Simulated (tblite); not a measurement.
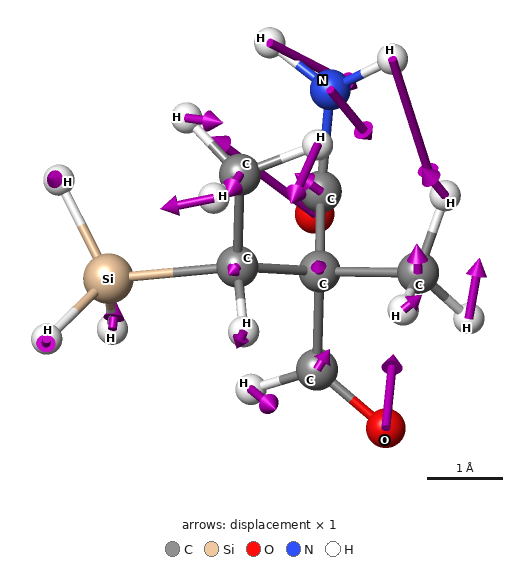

A relaxation of C6H13NO2Si. The starting structure is drawn; purple arrows show the displacements, at their true length. The two geometries are superimposed by the best rigid fit.

A ball-and-stick model, seen at a tilt.

Level of theory: GFN2-xTB geometry optimisation, gas phase in tblite 0.8.0. 

Question: Describe the change and its energy.

Answer: Over 208 geometry steps the energy falls by 45.2 kcal/mol. The largest move after the best rigid fit is that of an H atom, 2.27 Å. By element the largest moves are H 2.27 Å, O 2.21 Å, N 1.23 Å, C 0.51 Å, Si 0.14 Å. Near-neighbour distances that change, for instance: O–Si 3.779 → 2.502 Å, C–C 1.458 → 1.532 Å, C–N 1.414 → 1.341 Å, H–N 1.059 → 1.008 Å. Among the angles between lasting bonds that change: C–C–N 122.9° → 115.7°, C–C–C 115.5° → 109.0°, C–C–H 105.6° → 111.0°. Groups turn about C–C by about 105°, C–N by about 60°, C–C by about 55°. Cost: 3.6 s on 1 thread of Arm Neoverse N1, with other jobs on the host.
